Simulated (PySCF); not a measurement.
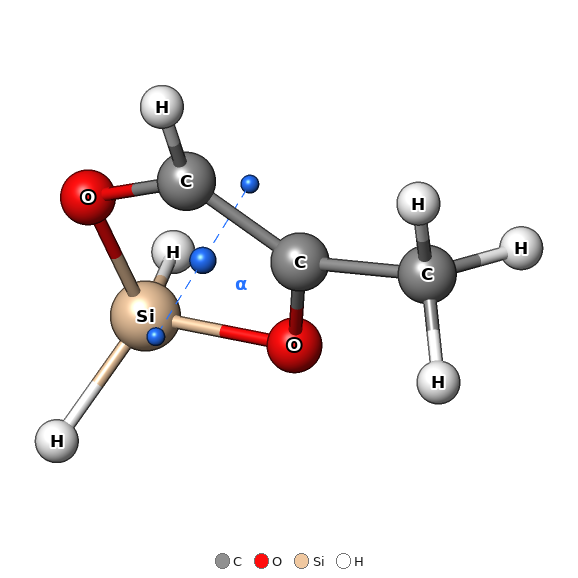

The small points mark where nucleus-independent chemical shifts (NICS) were computed: at the centre of each lettered ring and 1 Å above and below it. The computed structure is the end point of a GFN2-xTB optimisation. No frequency run is at hand to confirm it as a minimum. Properties computed with GIAO PBE0/pcSseg-1 NMR shielding, non-relativistic, gas phase (PySCF 2.14.0).

Give NICS(0), NICS(1) and the out-of-plane component NICS(1)zz for each ring (means of the two sides).

| ring | members | NICS(0) | NICS(1) | NICS(1)zz |
| --- | --- | --- | --- | --- |
| α | C2O2Si | −5.2 | −2.2 | −4.7 |

Values in ppm.

> What do the values say about the ring currents?

Ring α: weak, as in a non-aromatic ring. NICS is one index among several.

The geometry is semi-empirical. Around Si such bond lengths and angles can be off by a tenth of an ångström or more and by several degrees, and values that hang on the shape move with them.
